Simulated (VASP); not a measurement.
Band structure of Si$_{2}$Ru (space group P4/mmm). Calculation: r2SCAN meta-GGA, VASP's PBE PAW potentials (set 64) (plane waves; VASP).

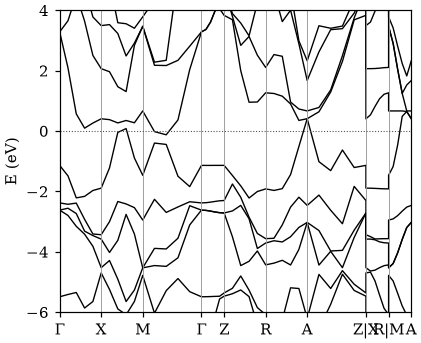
*Bands along high-symmetry lines, zero at the valence-band maximum or, without a gap, the Fermi level*

### Question
Read the plot: is there a gap, and where are the band edges?

### Answer
It has no gap at this level: it comes out as a metal or semimetal.

The structure comes from a computed database's Si2Ru entry (P4/mmm); how it stands against other phases isn't given here. It was relaxed first.
